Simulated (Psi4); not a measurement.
## Single-point calculation of SiNH4O (part 2 of 2)

The same run, continued: SiNH4O, multiplicity 2; SCS(N)-MP2/3ZaPa-NR, UHF (Psi4 1.11). The geometry comes from this level: PBE0-D4/def2-TZVP.

Geometry of the input (Å):
```
N  -0.6949  0.5483  -0.5752
Si 0.2931  0.1590  0.7813
O  1.6229  -0.6724  0.2703
H  -0.3559  1.1681  -1.2948
H  -1.6858  0.6732  -0.4329
H  -0.5991  -0.6619  1.6647
H  1.4809  -1.2824  -0.4590
```

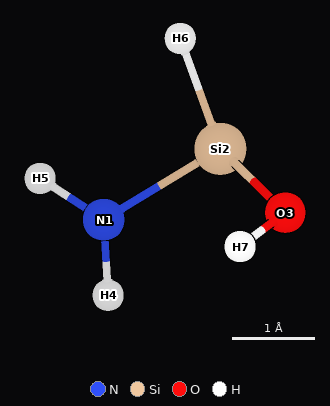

**Figure 1.** The input geometry (ball-and-stick view, seen at a tilt; atoms are numbered from 1 in the order of the input).

## Output, continued
```
     188A      7.204884   189A      7.272387   190A      7.576594
     191A      7.605524   192A      7.701670   193A      7.824977
     194A      7.867776   195A      8.080510   196A      8.324048
     197A     13.130487   198A     13.545075

    Final Occupation by Irrep:
              A
    DOCC [    16 ]
    SOCC [     1 ]
    NA   [    17 ]
    NB   [    16 ]

  @DF-UHF Final Energy:  -420.69420575990046

   => Energetics <=

    Nuclear Repulsion Energy =            111.0336688380064345
    One-Electron Energy =                -802.4782788198219805
    Two-Electron Energy =                 270.7504042219151188
    Total Energy =                       -420.6942057599004556

  UHF NO Occupations:
  HONO-2 :   15  A 1.9995104
  HONO-1 :   16  A 1.9983649
  HONO-0 :   17  A 1.0000000
  LUNO+0 :   18  A 0.0016351
  LUNO+1 :   19  A 0.0004896
  LUNO+2 :   20  A 0.0001054
  LUNO+3 :   21  A 0.0000352

Computation Completed

Properties will be evaluated at   0.000000,   0.000000,   0.000000 [a0]

Properties computed using the SCF density matrix

 Multipole Moments:

 ------------------------------------------------------------------------------------
     Multipole            Electronic (a.u.)      Nuclear  (a.u.)        Total (a.u.)
 ------------------------------------------------------------------------------------

 L = 1.  Multiply by 2.5417464519 to convert [e a0] to [Debye]
 Dipole X            :        -21.5078630           20.9049064           -0.6029566
 Dipole Y            :         -0.9503314            1.0996315            0.1493001
 Dipole Z            :        -16.7595641           16.1613157           -0.5982484
 Magnitude           :                                                    0.8624085

 ------------------------------------------------------------------------------------

	total time  =          6 seconds =       0.10 minutes
 MINTS: Wrapper to libmints.

   Calculation information:
      Number of threads:                 1
      Number of atoms:                   7
      Number of AO shells:              74
      Number of SO shells:              74
      Number of primitives:            166
      Number of atomic orbitals:       221
      Number of basis functions:       198

      Number of irreps:                  1
      Integral cutoff                 1.00e-12
      Number of functions per irrep: [ 198 ]

 OEINTS: Overlap, kinetic, potential, dipole, and quadrupole integrals
         stored in file 35.

      Computing two-electron integrals...done
      Computed 185498651 non-zero two-electron integrals.
        Stored in file 33.

  Module OCC Options:
  ----------------------------------------------------------------------------
  ACTIVE                        => (empty)
  BASIS_RELATIVISTIC            => (empty)
  BENCH                         => (empty)
  CACHELEVEL                    => (empty)
  CCL_ENERGY                    => (empty)
  CC_MAXITER                    => (empty)
  CC_TYPE                       => (empty)
  CEPA_OS_SCALE                 => (empty)
  CEPA_SOS_SCALE                => (empty)
  CEPA_SS_SCALE                 => (empty)
  CEPA_TYPE                     => (empty)
  CI_TYPE                       => (empty)
  CUBEPROP_BASIS_FUNCTIONS      => (empty)
  CUBEPROP_FILEPATH             => (empty)
  CUBEPROP_ISOCONTOUR_THRESHOLD => (empty)
  CUBEPROP_ORBITALS             => (empty)
  CUBEPROP_TASKS                => (empty)
  CUBIC_BASIS_TOLERANCE         => (empty)
  CUBIC_BLOCK_MAX_POINTS        => (empty)
  CUBIC_GRID_OVERAGE            => (empty)
  CUBIC_GRID_SPACING            => (empty)
  CUTOFF                        => (empty)
  DDX                           => (empty)
  DEBUG                         => (empty)
  DERTYPE                       => (empty)
  DF_BASIS_CC                   => (empty)
  DIE_IF_NOT_CONVERGED          => (empty)
  DIIS_MAX_VECS                 => (empty)
  DIIS_MIN_VECS                 => (empty)
  DKH_ORDER                     => (empty)
  DOCC                          => (empty)
  DO_DIIS                       => (empty)
  DO_LEVEL_SHIFT                => (empty)
  DO_SCS                        => (empty)
  DO_SOS                        => (empty)
  E3_SCALE                      => (empty)
  EA_POLES                      => (empty)
  EKT_EA                        => (empty)
  EKT_IP                        => (empty)
  EP_EA_POLES                   => (empty)
  EP_IP_POLES                   => (empty)
  EP_MAXITER                    => (empty)
  EXTERNAL_POTENTIAL_SYMMETRY   => (empty)
  E_CONVERGENCE                 => 1e-06           !
  FREEZE_CORE                   => (empty)
  FREEZE_CORE_POLICY            => (empty)
  FROZEN_DOCC                   => (empty)
  FROZEN_UOCC                   => (empty)
  INTEGRAL_PACKAGE              => (empty)
  IP_POLES                      => (empty)
  LEVEL_SHIFT                   => (empty)
  LITERAL_CFOUR                 => (empty)
  LS_THC_BASIS_TOLERANCE        => (empty)
  LS_THC_DF                     => (empty)
  LS_THC_PRUNING_SCHEME         => (empty)
  LS_THC_RADIAL_POINTS          => (empty)
  LS_THC_SPHERICAL_POINTS       => (empty)
  LS_THC_S_EPSILON              => (empty)
  LS_THC_WEIGHTS_TOLERANCE      => (empty)
  MAT_NUM_COLUMN_PRINT          => (empty)
  MAX_MOGRAD_CONVERGENCE        => (empty)
  MAX_RADIAL_MOMENT             => (empty)
  MBIS_D_CONVERGENCE            => (empty)
  MBIS_MAXITER                  => (empty)
  MBIS_PRUNING_SCHEME           => (empty)
  MBIS_RADIAL_POINTS            => (empty)
  MBIS_SPHERICAL_POINTS         => (empty)
  MOGRAD_DAMPING                => (empty)
  MOLDEN_WITH_VIRTUAL           => (empty)
  MO_MAXITER                    => (empty)
  MO_READ                       => (empty)
  MO_STEP_MAX                   => (empty)
  MO_WRITE                      => (empty)
  MP2_OS_SCALE                  => (empty)
  MP2_SOS_SCALE                 => (empty)
  MP2_SOS_SCALE2                => (empty)
  MP2_SS_SCALE                  => (empty)
  MP2_TYPE                      => (empty)
  MP_TYPE                       => (empty)
  NAT_ORBS                      => (empty)
  NUM_FROZEN_DOCC               => (empty)
  NUM_FROZEN_UOCC               => (empty)
  NUM_GPUS                      => (empty)
  OCC_ORBS_PRINT                => (empty)
  OEPROP                        => (empty)
  OPT_METHOD                    => (empty)
  ORBITAL_OPTIMIZER_PACKAGE     => (empty)
  ORB_OPT                       => FALSE           !
  ORB_RESP_SOLVER               => (empty)
  ORTH_TYPE                     => (empty)
  OS_SCALE                      => (empty)
  PARENT_SYMMETRY               => (empty)
  PCG_BETA_TYPE                 => (empty)
  PCG_CONVERGENCE               => (empty)
  PCG_MAXITER                   => (empty)
  PCM                           => (empty)
  PE                            => (empty)
  PRINT                         => (empty)
  PRINT_NOONS                   => (empty)
  PROPERTIES                    => (empty)
  PROPERTIES_ORIGIN             => (empty)
  PUREAM                        => (empty)
  QC_MODULE                     => (empty)
  RAS1                          => (empty)
  RAS2                          => (empty)
  RAS3                          => (empty)
  RAS4                          => (empty)
  RELATIVISTIC                  => (empty)
  RELAXED                       => (empty)
  REMP_A                        => (empty)
  RESTRICTED_DOCC               => (empty)
  RESTRICTED_UOCC               => (empty)
  RMS_MOGRAD_CONVERGENCE        => (empty)
  R_CONVERGENCE                 => (empty)
  SCF_TYPE                      => DF              !
  SCREENING                     => (empty)
  SCS_TYPE                      => (empty)
  SOCC                          => (empty)
  SOS_TYPE                      => (empty)
  SPIN_SCALE_TYPE               => SCSN            !
  SS_SCALE                      => (empty)
  SYMMETRIZE                    => (empty)
  TPDM_ABCD_TYPE                => (empty)
  WFN                           => (empty)
  WFN_TYPE                      => OMP2            !
  WRITER_FILE_LABEL             => (empty)
  ZORA_BASIS_TOLERANCE          => (empty)
  ZORA_NR_DEBUG                 => (empty)
  ZORA_PRUNING_SCHEME           => (empty)
  ZORA_RADIAL_POINTS            => (empty)
  ZORA_SPHERICAL_POINTS         => (empty)

 ==============================================================================
 ==============================================================================
 ==============================================================================

                             MP2

 ==============================================================================
 ==============================================================================
 ==============================================================================

	MO spaces per irreps...

	IRREP   FC   AOCC  BOCC  AVIR    BVIR  FV
	==========================================
	   A     0    17    16   181    182     0
	==========================================

	Computing MP2 energy using SCF MOs (Canonical MP2)...
	==============================================================================
	Nuclear Repulsion Energy (a.u.)    :   111.03366883800643
	SCF Energy (a.u.)                  :  -420.69420575990046
	REF Energy (a.u.)                  :  -420.69420575990046
	Alpha-Alpha Contribution (a.u.)    :    -0.08742851665929
	Alpha-Beta Contribution (a.u.)     :    -0.51139385458931
	Beta-Beta Contribution (a.u.)      :    -0.08134198265883
	Scaled_SS Correlation Energy (a.u.):    -0.05625683310604
	Scaled_OS Correlation Energy (a.u.):    -0.61367262550717
	SCS-MP2 Total Energy (a.u.)        :  -421.36413521851370
	SOS-MP2 Total Energy (a.u.)        :  -421.35901777086656
	SCSN-MP2 Total Energy (a.u.)       :  -420.99124183870032
	SCS-MP2-VDW Total Energy (a.u.)    :  -421.43317514343386
	SOS-PI-MP2 Total Energy (a.u.)     :  -421.41015715632551
	MP2 Correlation Energy (a.u.)      :    -0.68016435390743
	MP2 Total Energy (a.u.)            :  -421.37437011380791
	==============================================================================

	total time  =         52 seconds =       0.87 minutes

  Variable Map:
  ----------------------------------------------------------------------------
  "CURRENT CORRELATION ENERGY"           =>      -0.297036078800
  "CURRENT ENERGY"                       =>    -420.991241838700
  "CURRENT REFERENCE ENERGY"             =>    -420.694205759900
  "DD SOLVATION ENERGY"                  =>       0.000000000000
  "HF KINETIC ENERGY"                    =>     420.550547035542
  "HF POTENTIAL ENERGY"                  =>    -841.244752795442
  "HF TOTAL ENERGY"                      =>    -420.694205759900
  "HF VIRIAL RATIO"                      =>       2.000341596808
  "MP2 CORRELATION ENERGY"               =>      -0.680164353907
  "MP2 DOUBLES ENERGY"                   =>      -0.680164353907
  "MP2 OPPOSITE-SPIN CORRELATION ENERGY" =>      -0.511393854589
  "MP2 SAME-SPIN CORRELATION ENERGY"     =>      -0.168770499318
  "MP2 SINGLES ENERGY"                   =>       0.000000000000
  "MP2 TOTAL ENERGY"                     =>    -421.374370113808
  "NUCLEAR REPULSION ENERGY"             =>     111.033668838006
  "ONE-ELECTRON ENERGY"                  =>    -802.478278819822
  "PCM POLARIZATION ENERGY"              =>       0.000000000000
  "PE ENERGY"                            =>       0.000000000000
  "SCF ITERATION ENERGY"                 =>    -420.694205759900
  "SCF ITERATIONS"                       =>      13.000000000000
  "SCF TOTAL ENERGY"                     =>    -420.694205759900
  "SCS(N)-MP2 CORRELATION ENERGY"        =>      -0.297036078800
  "SCS(N)-MP2 TOTAL ENERGY"              =>    -420.991241838700
  "SCS-MP2 CORRELATION ENERGY"           =>      -0.669929458613
  "SCS-MP2 TOTAL ENERGY"                 =>    -421.364135218514
  "SCS-MP2-VDW CORRELATION ENERGY"       =>      -0.738969383533
  "SCS-MP2-VDW TOTAL ENERGY"             =>    -421.433175143434
  "SOS-MP2 CORRELATION ENERGY"           =>      -0.664812010966
  "SOS-MP2 TOTAL ENERGY"                 =>    -421.359017770867
  "SOS-PI-MP2 CORRELATION ENERGY"        =>      -0.715951396425
  "SOS-PI-MP2 TOTAL ENERGY"              =>    -421.410157156326
  "TWO-ELECTRON ENERGY"                  =>     270.750404221915

  Array Variable Map:
  ----------------------------------------------------------------------------
  "CURRENT DIPOLE"                       =>      -0.602956622277 ... -0.598248432523 1 by 3
  "SCF DIPOLE"                           =>      -0.602956622277 ... -0.598248432523 1 by 3
  "SCF TOTAL ENERGIES"                   =>    -419.756141881502 ... -420.694205759900 1 by 14

    Psi4 run time: 0:01:20.91
```

## Results in brief

| quantity | value |
| --- | --- |
| outcome | converged |
| total energy | −420.991242 hartree |
| SCF energy | −420.694206 hartree |
| MP2 energy | −421.374370 hartree |
| correlation energy | −0.297036 hartree |
| basis functions | 198 |
| ⟨S²⟩ | 0.755 |
| wall time | 83 s |
| peak memory | 1.7 GiB |
